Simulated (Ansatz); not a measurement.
**doublet C2H5Al−: levels of theory compared**

Wanted: a comparison of 6 runs (UHF/STO-3G, UB3LYP/6-31G*, U-wB97M-V/def2-SVPD, UB3LYP/def2-SVPD, UPBE0/def2-SVPD, UCCSD/def2-SVPD) of doublet C2H5Al−. 

Program for the calculation: Ansatz 0.2.0.

33 further runs of the same task are left out: 33 set aside as unsound or not needed.

## (1) Starting point

The species is C2H5Al− (8 atoms), meant as a doublet with charge -1. As SMILES of the parent species, `C=[CH][AlH2]`. The shape is that of a PBE0-D4/def2-TZVP optimisation. That shape belongs to the parent species and isn't relaxed for this state.

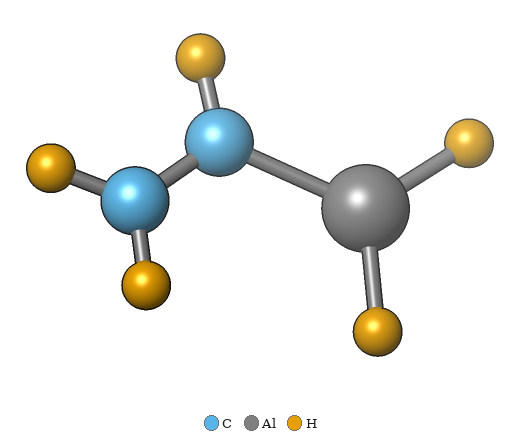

Viewed from a chosen angle; carbon blue, aluminium grey, hydrogen amber.

## (2) A single-point energy at UHF/STO-3G (run 1)

Contents of run.yaml:

```yaml
crystal:
  periodic: [false, false, false]
  atoms:
    - {symbol: C, position_ang: [-1.029900, 0.829200, -0.357000]}
    - {symbol: C, position_ang: [0.199000, 0.651000, 0.138100]}
    - {symbol: Al, position_ang: [0.930800, -1.139300, 0.262000]}
    - {symbol: H, position_ang: [-1.636900, -0.008600, -0.695500]}
    - {symbol: H, position_ang: [-1.495000, 1.809300, -0.451900]}
    - {symbol: H, position_ang: [0.735600, 1.546100, 0.452700]}
    - {symbol: H, position_ang: [2.384000, -1.417900, 0.837700]}
    - {symbol: H, position_ang: [0.004400, -2.327000, -0.241900]}
basis:
  gaussian: {orbitals: STO-3G}
magnetization: {spin_polarized: true, initial_magnetization: 1}
accuracy: high
hamiltonian: {xc: hf}
output: {orbitals: {seedname: orbitals}}
total_charge: -1
```

The run is started by

```console
$ ansatz run run.yaml --threads 1 --pin off --max-ram 3480MiB --events-out events.jsonl --progress --plain --runs-dir runs
```

Standard output:

```text
Warning: RAYON_NUM_THREADS=1 ignored (pool sized by the plan → 1); use --threads N
Functional definition: HF
  name "HF"
  exchange = exact_x
  correlation = 0
451 factors; integrals over basis functions are off by at most 4.4e-9 eV
mean field evaluation 1: about -8609.0597 eV, gradient 9.7e0 eV
mean field evaluation 2: about -8609.1403 eV, gradient 9.6e0 eV
mean field evaluation 4: about -8610.1605 eV, gradient 1.1e0 eV
mean field evaluation 8: about -8610.2582 eV, gradient 2.8e-1 eV
mean field evaluation 16: about -8610.2668 eV, gradient 1.8e-8 eV
mean field evaluation 32: about -8605.4106 eV, gradient 1.5e1 eV
mean field -8610.26680988 eV, -316.4214690147 hartree, gradient 2.0e-8 eV, S^2 0.867895; 0 other end points of the search recorded, 0 dependent functions left out
reference -8610.26680988 eV, -316.4214690147 hartree; 16, 15 occupied and 8, 9 virtual orbitals, 451 factors
Total energy: -8610.26680988 eV, -316.4214690147 hartree
```

Run time: 0.24 s. Hardware: 1 thread of Arm Neoverse V2, shared host.

## (3) A single-point energy at UB3LYP/6-31G(d) (spherical functions) (run 2)

Contents of molecule.yaml:

```yaml
crystal:
  periodic: [false, false, false]
  atoms:
    - symbol: C
      position_ang: [-1.029900, 0.829200, -0.357000]
    - symbol: C
      position_ang: [0.199000, 0.651000, 0.138100]
    - symbol: Al
      position_ang: [0.930800, -1.139300, 0.262000]
    - symbol: H
      position_ang: [-1.636900, -0.008600, -0.695500]
    - symbol: H
      position_ang: [-1.495000, 1.809300, -0.451900]
    - symbol: H
      position_ang: [0.735600, 1.546100, 0.452700]
    - symbol: H
      position_ang: [2.384000, -1.417900, 0.837700]
    - symbol: H
      position_ang: [0.004400, -2.327000, -0.241900]
basis:
  gaussian:
    orbitals: 6-31G_st_-spherical.json
total_charge: -1
magnetization:
  spin_polarized: true
  initial_magnetization: 1
hamiltonian:
  xc: {name: B3LYP}
accuracy: high
output:
  orbitals: {seedname: orbitals}
```

The basis set 6-31G* is read from a file made from the Basis Set Exchange's data (not shown).

The run is started by

```console
$ ansatz run molecule.yaml --threads 1 --pin off --max-ram 3480MiB --events-out events.jsonl --progress --plain --runs-dir runs
```

Standard output:

```text
Warning: RAYON_NUM_THREADS=1 ignored (pool sized by the plan → 1); use --threads N
Functional definition: B3LYP
  name "B3LYP"
  parameter a0 = 0.2
  parameter ax = 0.72
  parameter ac = 0.81
  exchange = (1 - a0 - ax)*slater_x + ax*b88_x + a0*exact_x
  correlation = (1 - ac)*vwn_rpa_c + ac*lyp_c
1308 factors; integrals over basis functions are off by at most 3.7e-9 eV
mean field evaluation 1: about -8749.7138 eV, gradient 1.5e1 eV
mean field evaluation 2: about -8749.3494 eV, gradient 1.8e1 eV
mean field evaluation 4: about -8751.0895 eV, gradient 8.0e-1 eV
mean field evaluation 8: about -8751.2180 eV, gradient 1.3e-1 eV
mean field evaluation 16: about -8751.2183 eV, gradient 4.0e-4 eV
mean field -8751.21828598 eV, -321.6013402208 hartree, gradient 2.5e-8 eV, S^2 0.760202; 0 other end points of the search recorded, 0 dependent functions left out
reference -8751.21832552 eV, -321.6013416740 hartree; 16, 15 occupied and 40, 41 virtual orbitals, 1308 factors
Total energy: -8751.21832552 eV, -321.6013416740 hartree
```

Wall time 8.4 s (1 thread of Arm Neoverse V2, shared host); peak memory 0.23 GiB.

## (4) A single-point energy at U-wB97M-V/def2-SVPD (run 3)

Contents of in.yaml:

```yaml
crystal:
  periodic: [false, false, false]
  atoms:
    - {symbol: C, position_ang: [-1.029900, 0.829200, -0.357000]}
    - {symbol: C, position_ang: [0.199000, 0.651000, 0.138100]}
    - {symbol: Al, position_ang: [0.930800, -1.139300, 0.262000]}
    - {symbol: H, position_ang: [-1.636900, -0.008600, -0.695500]}
    - {symbol: H, position_ang: [-1.495000, 1.809300, -0.451900]}
    - {symbol: H, position_ang: [0.735600, 1.546100, 0.452700]}
    - {symbol: H, position_ang: [2.384000, -1.417900, 0.837700]}
    - {symbol: H, position_ang: [0.004400, -2.327000, -0.241900]}
basis:
  gaussian: {orbitals: def2-SVPD}
total_charge: -1
magnetization: {spin_polarized: true, initial_magnetization: 1}
hamiltonian: {xc: {name: wB97M-V}}
accuracy: high
output: {orbitals: {seedname: orbitals}}
```

The run is started by

```console
$ ansatz run in.yaml --threads 1 --pin off --max-ram 3480MiB --events-out events.jsonl --progress --plain --runs-dir runs
```

Standard output, shortened:

```text
Warning: RAYON_NUM_THREADS=1 ignored (pool sized by the plan → 1); use --threads N
Functional definition: wB97M-V
  name "wB97M-V"
[...]
  gx(w, u) = 1 - cx + cx01*u + cx10*w
  gss(w, u) = css00 + css04*u^4 + css10*w + css20*w^2 + css43*w^4*u^3
  gos(w, u) = cos00 + cos10*w + (cos20 + cos21*u)*w^2 + (cos60 + cos61*u)*w^6
[...]
      + integral(e_c_pw_mod_opposite_spin*gos(b97_w_opposite, b97_u_opposite)) + vv10(b, c)
2109 factors; integrals over basis functions are off by at most 3.5e-9 eV
490 factors; integrals over basis functions are off by at most 1.9e-9 eV
[...]
mean field -8745.60433913 eV, -321.3950314795 hartree, gradient 6.8e-8 eV, S^2 0.759053; 2 other end points of the search recorded, 0 dependent functions left out
reference -8745.60434476 eV, -321.3950316864 hartree; 16, 15 occupied and 88, 89 virtual orbitals, 2109 factors
Total energy: -8745.60434476 eV, -321.3950316864 hartree
```

Run time: 2.1 min. Hardware: 1 thread of Arm Neoverse V2, shared host; peak memory 1.1 GiB.

Runs 4 to 5 aren't shown in full; the table further down has their settings and results.

## (5) A single-point energy at UCCSD/def2-SVPD (run 6)

Contents of molecule.yaml:

```yaml
crystal:
  periodic: [false, false, false]
  atoms:
    - {symbol: C, position_ang: [-1.029900, 0.829200, -0.357000]}
    - {symbol: C, position_ang: [0.199000, 0.651000, 0.138100]}
    - {symbol: Al, position_ang: [0.930800, -1.139300, 0.262000]}
    - {symbol: H, position_ang: [-1.636900, -0.008600, -0.695500]}
    - {symbol: H, position_ang: [-1.495000, 1.809300, -0.451900]}
    - {symbol: H, position_ang: [0.735600, 1.546100, 0.452700]}
    - {symbol: H, position_ang: [2.384000, -1.417900, 0.837700]}
    - {symbol: H, position_ang: [0.004400, -2.327000, -0.241900]}
basis:
  gaussian:
    orbitals: def2-SVPD
scf:
  omitted_lower_state_checks: [cluster_reference, increment]
magnetization:
  spin_polarized: true
  initial_magnetization: 1
correlation:
  method: ccsd
  frozen_orbitals: {Al: 5, C: 1, H: 0}
accuracy: high
total_charge: -1
```

The run is started by

```console
$ ansatz run molecule.yaml --threads 1 --pin off --max-ram 3480MiB --events-out events.jsonl --progress --plain --runs-dir runs
```

Standard output, shortened:

```text
Warning: RAYON_NUM_THREADS=1 ignored (pool sized by the plan → 1); use --threads N
[... 2 set-up lines as earlier in the session ...]
[...]
2109 factors; integrals over basis functions are off by at most 3.5e-9 eV
[...]
mean field -8717.66041147 eV, -320.3681110791 hartree, gradient 2.3e-8 eV, S^2 0.872051; 4 other end points of the search recorded, 0 dependent functions left out
7 core orbitals not correlated: weight in the atoms' cores, before any rotation towards them, 1.000 or more for the frozen orbitals, at most 0.000 for the correlated occupied ones
reference -8717.66041147 eV, -320.3681110791 hartree; 9, 8 occupied and 88, 89 virtual orbitals, 2109 factors
second order -9.76217903 eV of doubles, -0.00000000 eV of singles
cycle   1  -10.53365466 eV  change   -7.7e-1 eV  update   9.4e-2
[...]
cycle  25  -11.06246154 eV  change  -9.3e-11 eV  update   2.0e-9
Total energy: -8728.72287301 eV, -320.7746490424 hartree
Checks for a lower state left out: cluster_reference, increment
```

It took 64 s on 1 thread of Arm Neoverse V2, shared host; peak memory 1.6 GiB.

## (6) Overview of the runs

```csv
run,level,frozen core orbitals,energy (Eh),HOMO energy (eV),LUMO energy (eV),⟨S²⟩,wall time
1,UHF/STO-3G,–,-316.421469,6.33,16.48,0.868,0.24 s
2,UB3LYP/6-31G* (spherical functions),–,-321.601342,2.11,4.07,0.760,8.4 s
3,U-wB97M-V/def2-SVPD,–,-321.395032,0.30,4.60,0.759,2.1 min
4,UB3LYP/def2-SVPD,–,-321.501054,1.88,3.84,0.758,16 s
5,UPBE0/def2-SVPD,–,-321.255323,1.63,4.07,0.763,17 s
6,UCCSD/def2-SVPD,7,-320.774649,–,–,0.872,64 s
```

## (7) What came out

| quantity | value |
| --- | --- |
| run 6: total energy | -320.77465 Eh |
| run 6: correlation energy (7 core orbitals frozen) | -406.5 mEh |
| run 6: ⟨S²⟩ of the reference determinant | 0.872 |
| run 6: T1 diagnostic | 0.028 |

What this shows: Totals of different functionals can't be ranked against each other. In runs 1, 2, 3, 4, 5 the HOMO lies above zero, so the outermost electron may be held by the basis alone. In run 1 the basis is minimal, so the values are rough. Spin contamination of the reference: run 6 ⟨S²⟩ = 0.87, run 1 ⟨S²⟩ = 0.87. All runs together took 3.9 min, the longest 2.1 min.
